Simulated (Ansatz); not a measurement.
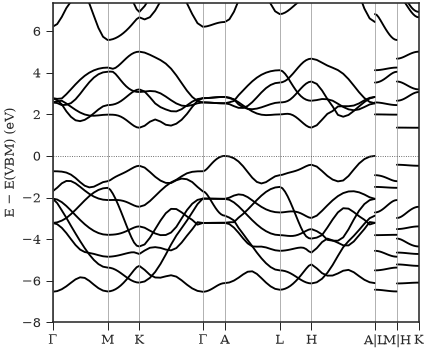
*Band structure from plane-wave PAW r²SCAN+D4 (Ansatz code)*

Task: Read off the gap and where the band edges lie.

Result: About 1.4 eV (1.35 eV by a search for the band edges); maximum at A, minimum at K.

The material is MoS2 in space group P-6m2 (No. 187; Mo on 1a, S on 2h).

The first step of the workflow began from a Materials Project structure, measured or hypothetical; the Crystallography Open Database copy checked does not list it. It is not the phase usual at ambient conditions (space group No. 160, 194). The cell keeps a stress of up to 0.2 GPa. The r²SCAN+D4 relaxation kept the symmetry of its start; whether a distortion lowers the energy is not shown. No spin polarisation was allowed. Spin–orbit coupling is left out wherever it is not named.

Potentials: the later of the program's two PAW sets.
